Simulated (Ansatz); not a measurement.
**Work function of Zn(0001): what the settings cost and change**

Aim: the work function of Zn(0001) across levels of theory at one geometry.

Method: plane-wave DFT, PBE, Ansatz PAW, in the first sound run; inputs show where later runs differ, in Ansatz 0.2.0.

## 1. Starting point

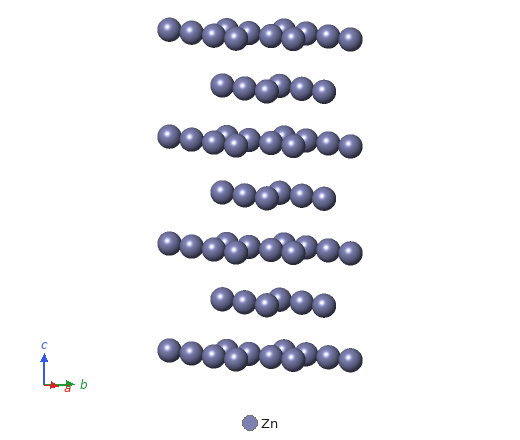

The starting structure, seen from the side, with the c axis up (zinc blue). 3×2×1 cells are drawn. Some periodic images of atoms are drawn too.

The cell holds 7 atoms: 7 Zn. Cell: a = 2.660 Å, b = 2.660 Å, c = 32.811 Å, α = 90.0°, β = 90.0°, γ = 60.0°. Vacuum lies along c.

## 2. Run, setting PBE, Ansatz PAW (420 eV)

A work function rests on the faint tail of the density, so the SCF threshold is tight. PBE on the default files comes first; the next runs keep the geometry and change functional or files, each at the cutoff that its files recommend; a relaxation and, for heavy metals, spin-orbit coupling close the ladder.

input.yaml

```yaml
crystal:
  lattice:
    - [2.66, 0.0, 0.0]
    - [1.33, 2.3036275741, 0.0]
    - [0.0, 0.0, 32.81088]
  atoms:
    - { symbol: Zn, position: [0.0, 0.0, 0.2742992568] }
    - { symbol: Zn, position: [0.6666666667, 0.6666666667, 0.3495328379] }
    - { symbol: Zn, position: [0.0, 0.0, 0.4247664189] }
    - { symbol: Zn, position: [0.6666666667, 0.6666666667, 0.5] }
    - { symbol: Zn, position: [0.0, 0.0, 0.5752335811] }
    - { symbol: Zn, position: [0.6666666667, 0.6666666667, 0.6504671621] }
    - { symbol: Zn, position: [0.0, 0.0, 0.7257007432] }
kpoints:
  mp_grid: { grid: [18, 18, 1] }
hamiltonian:
  xc: pbe
scf:
  occupations: { method: fermi_dirac, width: 0.1 }
  convergence: { dr2_threshold: 1.0e-09 }
efield:
  axis: 3
  dipole_correction: true
  ramp_position: 0.97
  ramp_width: 0.06
output:
  write_potential: true
  write_density: true
  volumetric_format: npy
  elf: true
```

Launch:

```
ansatz run input.yaml --threads 4 --pin off --max-ram 6144MiB --backend cpu --events-out ev --progress --plain --runs-dir out
```

Numbers of over 12 decimals in the logs are rounded to 6 here.

Log:

```text
Engine: ansatz 0.2.0, aarch64-unknown-linux-gnu
Pseudopotentials: kind: paw
Pseudopotential: Zn, paw, valence charge 12, recommended cutoff 420 eV (normal), Zn.paw.azcp
Functional definition: PBE
  parameter kappa = 0.804
  parameter beta = 0.066725
  exchange = pbe_x(kappa = kappa, mu = beta*pi^2/3)
  correlation = pbe_c(beta = beta)
Crystal: 7 atoms, lattice volume = 201.054 Å³
Basis set: ecut = 420 eV, 3991 PW (Γ)
Bands: 51, of which v1, the nominal top of the filled ones, is band 42 counted from 1 (41 counted from 0)
Symmetry: 6 space group operations
k-points: 37 of 324 (time reversal used)
Non-local potential: Zn, projectors of the file, l = 0: 2, l = 1: 2, l = 2: 3, l = 3: 1
PAW form: soft (Blöchl's): semilocal exchange-correlation on the pseudo side does not see the compensation charge
PAW one-centre angular grid: Zn, 590 points (default); XC on 64 Gauss nodes
Initial density: superposition of atomic densities (neutral atoms: chi_scale 0, normalization atom), corrected by the library's trained network
Initial wavefunctions: pseudopotential atomic-orbital guess
Functional: x = pbe(κ = 0.804, μ = 0.219515), c = pbe(β = 0.066725)
SCF iter   1: F=—  HF=-23233.005391 eV  |F-HF|=—  |Δ(HF+E_count)|=         —  Δρ=2.02e-3  dr2=3.29e-1  ethr=1.77e-3  p=-0.000 e·Å  D=-1.07e-14 V/Å  ΔV_dip=0.00 eV  dr2_dipole=1.14e-6  V_vac-E_F(+/−)=4.12/4.12 eV  ⟨swp⟩=14.9  Hψ=11769  notcnv=0  defer=20
efield: sawtooth ramp at fractional position 0.9700 (set: `efield.ramp_position`, or a place that a band, a saddle search or an elastic batch's reference lends), width 0.0600; the density the first Hamiltonian is built on has a dipole p = -0.000 e·Å; the dipole correction subtracts the counter field D = -1.07e-14 V/Å, which shifts the + side's vacuum level by +0.00 eV against the − side's; the planar-averaged density in the ramp window peaks in size at 2.0e-5 e/Å³
preconditioner: auto → LDOS  [metal: Δε(μ)=0.077 eV  Ē_g=10.549 eV  σ=0.100 eV  W_gap=0.19  n_scr=24 (ndim 8)  ℏωp=24.0 eV  f_vac=0.447  D(μ)=1.29/eV (n_scr^D=10)  β→1.0]
SCF iter   2: F=—  HF=-23233.002586 eV  |F-HF|=—  |Δ(HF+E_count)|=   2.81e-3  Δρ=1.83e-3  dr2=5.39e-2  ethr=3.92e-4  p=0.000 e·Å  D=2.03e-6 V/Å  ΔV_dip=-0.00 eV  dr2_dipole=1.42e-6  V_vac-E_F(+/−)=4.12/4.12 eV  ⟨swp⟩=2.2  Hψ=2445  notcnv=0  defer=35
SCF iter   3: F=—  HF=-23232.997890 eV  |F-HF|=—  |Δ(HF+E_count)|=   4.70e-3  Δρ=4.75e-4  dr2=1.20e-3  ethr=6.42e-5  p=0.000 e·Å  D=2.86e-6 V/Å  ΔV_dip=-0.00 eV  dr2_dipole=3.47e-7  V_vac-E_F(+/−)=4.12/4.12 eV  ⟨swp⟩=2.6  Hψ=3044  notcnv=0  defer=35
SCF iter   4: F=—  HF=-23232.997897 eV  |F-HF|=—  |Δ(HF+E_count)|=   7.46e-6  Δρ=2.74e-4  dr2=8.99e-5  ethr=1.43e-6  p=0.000 e·Å  D=3.02e-6 V/Å  ΔV_dip=-0.00 eV  dr2_dipole=1.20e-8  V_vac-E_F(+/−)=4.13/4.13 eV  ⟨swp⟩=2.2  Hψ=3688  notcnv=0  defer=35
SCF iter   5: F=—  HF=-23232.997869 eV  |F-HF|=—  |Δ(HF+E_count)|=   2.79e-5  Δρ=7.24e-5  dr2=6.13e-6  ethr=1.07e-7  p=0.000 e·Å  D=2.76e-6 V/Å  ΔV_dip=-0.00 eV  dr2_dipole=5.49e-9  V_vac-E_F(+/−)=4.14/4.14 eV  ⟨swp⟩=2.9  Hψ=4084  notcnv=0  defer=35
SCF iter   6: F=—  HF=-23232.997866 eV  |F-HF|=—  |Δ(HF+E_count)|=   3.14e-6  Δρ=1.85e-5  dr2=6.22e-7  ethr=7.29e-9  p=0.000 e·Å  D=1.43e-6 V/Å  ΔV_dip=-0.00 eV  dr2_dipole=1.84e-11  V_vac-E_F(+/−)=4.14/4.14 eV  ⟨swp⟩=2.3  Hψ=3681  notcnv=0  defer=32
SCF iter   7: F=—  HF=-23232.997867 eV  |F-HF|=—  |Δ(HF+E_count)|=   5.69e-7  Δρ=5.85e-6  dr2=7.49e-8  ethr=7.41e-10  p=0.000 e·Å  D=2.95e-7 V/Å  ΔV_dip=-0.00 eV  dr2_dipole=9.12e-16  V_vac-E_F(+/−)=4.14/4.14 eV  ⟨swp⟩=2.2  Hψ=3430  notcnv=0  defer=32
SCF iter   8: F=—  HF=-23232.997867 eV  |F-HF|=—  |Δ(HF+E_count)|=   9.14e-9  Δρ=2.82e-6  dr2=1.27e-8  ethr=8.91e-11  p=0.000 e·Å  D=1.05e-7 V/Å  ΔV_dip=-0.00 eV  dr2_dipole=1.06e-14  V_vac-E_F(+/−)=4.14/4.14 eV  ⟨swp⟩=2.1  Hψ=3514  notcnv=0  defer=32
SCF iter   9: F=-23232.997867 eV  HF=-23232.997867 eV  |F-HF|=7.28e-12  |Δ(HF+E_count)|=   2.81e-9  Δρ=6.48e-7  dr2=9.59e-10  ethr=1.19e-12  p=0.000 e·Å  D=3.16e-8 V/Å  ΔV_dip=-0.00 eV  dr2_dipole=6.91e-14  V_vac-E_F(+/−)=4.14/4.14 eV  ⟨swp⟩=10.3  Hψ=9262  notcnv=0
SCF 1 converged in 9 iterations: F = -23232.997867 eV  dr2 = 9.59e-10
  greatest PAW one-centre occupation: 0.982 electrons in one spin orbital (limit 2), on the Zn atom at site 0 (counted from 0), in its partial waves of l = 2
WARN: The output density's exchange-correlation potential varies sharply where the density is thin. Do not read a vacuum level from v_tot or v_xc, or from such a field of the output density. On a cell that repeats whose density bears no net charge and no dipole along the vacuum's axis use v_es (v_loc + v_h of the components); under efield.dipole_correction with no amplitude use v_es + v_field, which holds any externa [...]
SCF converged after 9 iterations
Free energy (F): -23232.997867 eV
Harris-Foulkes:  -23232.997867 eV  (|F-HF|=7.28e-12)
Internal energy: -23232.955230 eV  (E = F + TS)
E sigma→0 (E₀):  -23232.976549 eV
Entropy (-TS):   -0.042636 eV (-6.091 meV/atom)
Fermi energy:    3.879860 eV
Dipole field:    D = -0.000000 V/Å  (p = -0.000000 e·Å, saw-weighted, corrected)
Work function:   Φ+ = 4.1402 eV   Φ− = 4.1402 eV
Levels:          The Fermi level and band energies are counted from a zero that moves with the ramp; work functions are not
--- Per-component energies (eV) ---
  E_band       = -252.411606
  E_kinetic    = 915.664933
  E_local      = -140695.627507  (includes V_loc(G=0)·N_el)
  E_nonlocal   = 4273.180966
  E_hartree    = 69181.405619
  E_xc         = -963.062062
  E_vxc        = -366.968727  (∫ρ·V_xc dr)
  E_paw        = -12773.133067  (= ΣΔE_a)
  E_vpaw       = -2741.467088  (= ΣTr[D̂ρ^β])
  E_aug_tail   = -0.002579  (compensation charges beyond the density's cutoff)
  E_efield     = 0.000000  (sawtooth field / dipole correction)
  E_vefield    = 0.000000  (∫n·V_field dr)
  E_ewald      = 56828.618467
  E_smearing   = -0.042636  (= −TS)
  E_closure    = -0.000000  (closes the sum)
  Σ components = -23232.997867   (vs F -23232.997867, Δ=0.00e0)
--- Band table (eV; the first three rows and the last of 37) ---
  k-point 0: bands = [... 38 lower, -3.0170, -2.8170, -1.6926, -0.1834, 1.0447, 2.9904, 4.8754, 6.6133, ... 5 higher]
  k-point 1: bands = [... 38 lower, -3.0194, -2.6864, -1.5952, -0.1121, 1.1689, 3.0834, 4.9631, 6.6979, ... 5 higher]
  k-point 2: bands = [... 38 lower, -2.9969, -2.4198, -1.3304, 0.0990, 1.5298, 3.3627, 5.2260, 6.9516, ... 5 higher]
  k-point 36: bands = [... 38 lower, 4.2961, 4.3522, 4.5712, 4.6466, 5.0392, 5.1652, 5.2598, 5.9131, ... 5 higher]
```

It took 35 s on 4 threads of Arm Neoverse N1, shared host; peak memory 0.73 GiB; 1.9 min of CPU time.

The column dr2 measures how far the density is from self-consistency, as an energy; F and HF (Harris–Foulkes) agree once it is small.

Numbers from this step:

```
energy at zero smearing   : -23232.9765 eV
work function, upper face : 4.140 eV
```

Running mean over 2.468 Å of the planar mean; the ramp of the sawtooth is left out. Table of electron's electrostatic potential energy less the Fermi level by z:

| z (Å) | electron's electrostatic potential energy less the Fermi level (eV) |
| --- | --- |
| 4 | 4.14 |
| 6 | 4.06 |
| 8 | -2.93 |
| 10 | -6.47 |
| 12 | -6.56 |
| 14 | -6.62 |
| 16 | -6.61 |
| 18 | -6.62 |
| 20 | -6.59 |
| 22 | -6.54 |
| 24 | -6.08 |
| 26 | 3.53 |
| 28 | 4.14 |

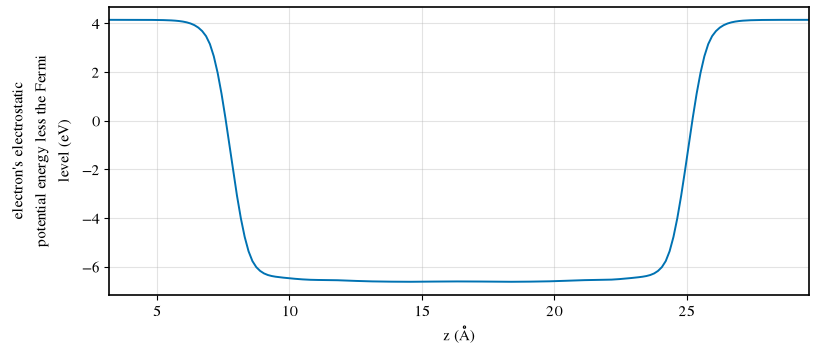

Electron's electrostatic potential energy less the Fermi level against z.

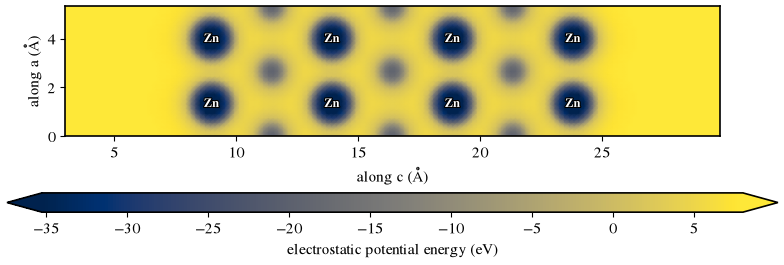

Electrostatic potential energy in the ca plane at fractional y = 0.000, with atoms of Zn within 0.2 Å of it. With pseudopotentials it is smooth inside the atoms' cores, unlike the true potential. The map starts off the cell's origin, so that atoms lie inside it. The far vacuum is left out of the map.

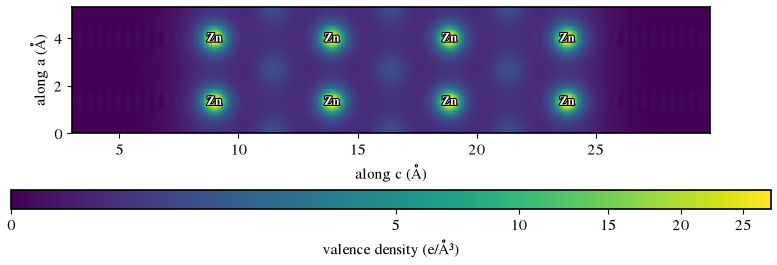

Valence density in the ca plane at fractional y = 0.000, with atoms of Zn within 0.2 Å of it. It is the smooth field of the valence electrons, not physical close to the nuclei. The map starts off the cell's origin, so that atoms lie inside it. The colour scale is stretched toward low values. The far vacuum is left out of the map.

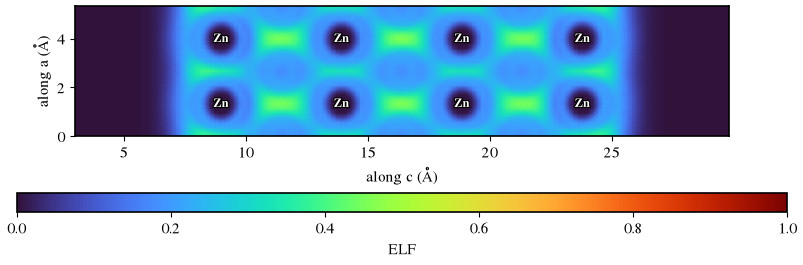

ELF in the ca plane at fractional y = 0.000, with atoms of Zn within 0.2 Å of it. It is the smooth field of the valence electrons, not physical close to the nuclei. The map starts off the cell's origin, so that atoms lie inside it. The far vacuum is left out of the map.

The work function is 4.140 eV.

## 3. Slab

This step: plane-wave DFT, LDA, Ansatz PAW (Ansatz 0.2.0).

input.yaml, as its differences from that of step 2:

```diff
@@ -16,3 +16,3 @@
 hamiltonian:
-  xc: pbe
+  xc: lda
 scf:
@@ -29,2 +29 @@
   volumetric_format: npy
-  elf: true
```

Log:

```text
[...]
Crystal: 7 atoms, lattice volume = 201.054 Å³
Basis set: ecut = 420 eV, 3991 PW (Γ)
Bands: 51, of which v1, the nominal top of the filled ones, is band 42 counted from 1 (41 counted from 0)
Symmetry: 6 space group operations
k-points: 37 of 324 (time reversal used)
[...]
k-point 1: bands = [... 38 lower, -3.4457, -3.0722, -1.9703, -0.5027, 0.8365, 2.7176, 4.5956, 6.3762, ... 5 higher]
  k-point 2: bands = [... 38 lower, -3.4072, -2.8067, -1.7090, -0.2937, 1.1969, 2.9983, 4.8588, 6.6296, ... 5 higher]
  k-point 36: bands = [... 38 lower, 3.9107, 3.9686, 4.2458, 4.2821, 4.6439, 4.8354, 4.8998, 5.5774, ... 5 higher]
[key lines of the parts left out:]
SCF converged after 9 iterations
Free energy (F): -22723.044318 eV
Fermi energy:    3.519457 eV
Dipole field:    D = 0.000000 V/Å  (p = 0.000000 e·Å, saw-weighted, corrected)
Work function:   Φ+ = 4.4471 eV   Φ− = 4.4471 eV
```

It took 35 s on 4 threads; peak memory 0.72 GiB; 1.9 min of CPU time.

The work function is 4.447 eV, +0.307 eV from the run “PBE, Ansatz PAW (420 eV)”, at 0.98 times its CPU time.

## 4. Run

This step: plane-wave DFT, PBEsol, Ansatz PAW (Ansatz 0.2.0).

input.yaml, as its differences from that of step 3:

```diff
@@ -16,3 +16,3 @@
 hamiltonian:
-  xc: lda
+  xc: pbesol
 scf:
```

Log:

```text
[...]
Crystal: 7 atoms, lattice volume = 201.054 Å³
Basis set: ecut = 420 eV, 3991 PW (Γ)
Bands: 51, of which v1, the nominal top of the filled ones, is band 42 counted from 1 (41 counted from 0)
Symmetry: 6 space group operations
k-points: 37 of 324 (time reversal used)
[...]
k-point 1: bands = [... 38 lower, -3.1384, -2.8201, -1.7364, -0.2517, 1.0185, 2.9380, 4.8257, 6.6043, ... 5 higher]
  k-point 2: bands = [... 38 lower, -3.1172, -2.5534, -1.4711, -0.0411, 1.3799, 3.2171, 5.0886, 6.8578, ... 5 higher]
  k-point 36: bands = [... 38 lower, 4.1447, 4.2012, 4.4205, 4.4962, 4.8856, 5.0138, 5.1079, 5.7611, ... 5 higher]
[key lines of the parts left out:]
SCF converged after 10 iterations
Free energy (F): -22965.857906 eV
Fermi energy:    3.730397 eV
Dipole field:    D = 0.000000 V/Å  (p = 0.000000 e·Å, saw-weighted, corrected)
Work function:   Φ+ = 4.2521 eV   Φ− = 4.2521 eV
```

Elapsed: 37 s, on 4 threads; peak memory 0.72 GiB.

The work function is 4.252 eV, +0.112 eV from the run “PBE, Ansatz PAW (420 eV)”, at 1.0 times its CPU time.

## 5. Slab

This step: plane-wave DFT, RPBE, Ansatz PAW (Ansatz 0.2.0).

input.yaml, as its differences from that of step 4:

```diff
@@ -16,3 +16,3 @@
 hamiltonian:
-  xc: pbesol
+  xc: rpbe
 scf:
```

Log:

```text
[...]
Crystal: 7 atoms, lattice volume = 201.054 Å³
Basis set: ecut = 420 eV, 3991 PW (Γ)
Bands: 51, of which v1, the nominal top of the filled ones, is band 42 counted from 1 (41 counted from 0)
Symmetry: 6 space group operations
k-points: 37 of 324 (time reversal used)
[...]
k-point 0: bands = [... 38 lower, -2.8733, -2.6706, -1.5446, -0.0261, 1.1810, 3.1418, 5.0245, 6.7091, ... 5 higher]
  k-point 1: bands = [... 38 lower, -2.8757, -2.5401, -1.4466, 0.0456, 1.3051, 3.2346, 5.1122, 6.7938, ... 5 higher]
  k-point 2: bands = [... 38 lower, -2.8528, -2.2724, -1.1803, 0.2578, 1.6656, 3.5133, 5.3748, 7.0478, ... 5 higher]
  k-point 36: bands = [... 38 lower, 4.4520, 4.5070, 4.6969, 4.7922, 5.1982, 5.2924, 5.4022, 6.0425, ... 5 higher]
[key lines of the parts left out:]
SCF converged after 9 iterations
Free energy (F): -23270.925912 eV
Fermi energy:    4.024903 eV
Dipole field:    D = -0.000001 V/Å  (p = -0.000001 e·Å, saw-weighted, corrected)
Work function:   Φ+ = 4.0003 eV   Φ− = 4.0002 eV
```

Run time: 35 s. Hardware: 4 threads; peak memory 0.73 GiB.

The work function is 4.000 eV, -0.140 eV from the run “PBE, Ansatz PAW (420 eV)”, at 0.99 times its CPU time.

## 6. Run

This step: plane-wave DFT, r2SCAN, Ansatz PAW (Ansatz 0.2.0).

input.yaml, as its differences from that of step 5:

```diff
@@ -16,3 +16,3 @@
 hamiltonian:
-  xc: rpbe
+  xc: r2scan
 scf:
```

Log:

```text
[...]
Crystal: 7 atoms, lattice volume = 201.054 Å³
Basis set: ecut = 500 eV, 5075 PW (Γ), exchange–correlation on 80×80×960 points (64 copies of the dense FFT grid, shifted against one another)
Bands: 51, of which v1, the nominal top of the filled ones, is band 42 counted from 1 (41 counted from 0)
Symmetry: 6 space group operations
[...]
k-point 1: bands = [... 38 lower, -3.4080, -3.0720, -1.9413, -0.3935, 0.9278, 2.9627, 4.9486, 6.7965, ... 5 higher]
  k-point 2: bands = [... 38 lower, -3.3959, -2.7975, -1.6653, -0.1708, 1.3057, 3.2549, 5.2242, 7.0602, ... 5 higher]
  k-point 36: bands = [... 38 lower, 4.2261, 4.2772, 4.4504, 4.5470, 5.0111, 5.0731, 5.1755, 5.8543, ... 5 higher]
[key lines of the parts left out:]
SCF converged after 13 iterations
Free energy (F): -23279.331416 eV
Fermi energy:    3.760814 eV
Dipole field:    D = 0.000003 V/Å  (p = 0.000004 e·Å, saw-weighted, corrected)
Work function:   Φ+ = 4.2264 eV   Φ− = 4.2265 eV
```

The job ended after 96 s (4 threads; peak memory 1.1 GiB).

The work function is 4.226 eV, +0.086 eV from the run “PBE, Ansatz PAW (420 eV)”, at 2.8 times its CPU time.

## 7. Slab

This step: plane-wave DFT, PBE, JTH PAW (Ansatz 0.2.0).

input.yaml, as its differences from that of step 6:

```diff
@@ -16,3 +16,4 @@
 hamiltonian:
-  xc: r2scan
+  xc: pbe
+  pseudopotentials: { kind: paw, source: jth }
 scf:
```

Log:

```text
[...]
k-point 0: bands = [... 38 lower, -2.1579, -1.9562, -0.8311, 0.6788, 1.9085, 3.8529, 5.7379, 7.4762, ... 5 higher]
  k-point 1: bands = [... 38 lower, -2.1602, -1.8259, -0.7337, 0.7501, 2.0327, 3.9459, 5.8256, 7.5609, ... 5 higher]
  k-point 2: bands = [... 38 lower, -2.1372, -1.5591, -0.4689, 0.9613, 2.3935, 4.2254, 6.0886, 7.8147, ... 5 higher]
  k-point 36: bands = [... 38 lower, 5.1588, 5.2151, 5.4350, 5.5100, 5.9025, 6.0291, 6.1237, 6.7770, ... 5 higher]
[key lines of the parts left out:]
SCF converged after 12 iterations
Free energy (F): -23222.401292 eV
Fermi energy:    4.743264 eV
Dipole field:    D = -0.000000 V/Å  (p = -0.000000 e·Å, saw-weighted, corrected)
Work function:   Φ+ = 4.1402 eV   Φ− = 4.1401 eV
```

Wall time 3.1 min (4 threads); peak memory 2.3 GiB; 11 min of CPU time.

The work function is 4.140 eV, -0.000 eV from the run “PBE, Ansatz PAW (420 eV)”, at 5.5 times its CPU time.

## 8. Run

This step: plane-wave DFT, PBE, norm-conserving (Ansatz 0.2.0).

input.yaml, as its differences from that of step 7:

```diff
@@ -17,3 +17,3 @@
   xc: pbe
-  pseudopotentials: { kind: paw, source: jth }
+  pseudopotentials: { kind: nc }
 scf:
```

Log:

```text
[...]
Crystal: 7 atoms, lattice volume = 201.054 Å³
Basis set: ecut = 1142.878222 eV, 17755 PW (Γ)
Bands: 84, of which v1, the nominal top of the filled ones, is band 70 counted from 1 (69 counted from 0)
Symmetry: 6 space group operations
k-points: 37 of 324 (time reversal used)
[...]
k-point 0: bands = [... 66 lower, -0.8986, -0.7245, 0.3900, 1.8959, 3.1183, 5.0650, 6.9496, 8.6881, ... 10 higher]
  k-point 1: bands = [... 66 lower, -0.9010, -0.5913, 0.4877, 1.9671, 3.2428, 5.1580, 7.0373, 8.7728, ... 10 higher]
  k-point 2: bands = [... 66 lower, -0.8849, -0.3261, 0.7523, 2.1775, 3.6043, 5.4372, 7.3001, 9.0264, ... 10 higher]
  k-point 36: bands = [... 66 lower, 6.3673, 6.4231, 6.6433, 6.7179, 7.1089, 7.2367, 7.3297, 7.9840, ... 10 higher]
[key lines of the parts left out:]
SCF converged after 10 iterations
Free energy (F): -39812.500685 eV
Fermi energy:    5.952117 eV
Dipole field:    D = -0.000000 V/Å  (p = -0.000000 e·Å, saw-weighted, corrected)
Work function:   Φ+ = 4.1438 eV   Φ− = 4.1438 eV
```

Wall time 4.2 min (4 threads); peak memory 3.1 GiB.

The work function is 4.144 eV, +0.004 eV from the run “PBE, Ansatz PAW (420 eV)”, at 7.8 times its CPU time.

(Continued in part 2 of 2.)

[Logs are printed without paths, hosts, clocks, repeated set-up lines and the standing remarks that a program may print on its own settings, such as how far it seeks lower states.]

[Hosts, paths, dates, database ids (printed as entryN), source tags and the programs' standing remarks are cut or masked in the printed files.]

[Maps of the electrostatic potential energy from Ansatz leave out the sawtooth potential of an applied field or a dipole correction, so their vacuum need not be flat; planar profiles and work functions include it.]
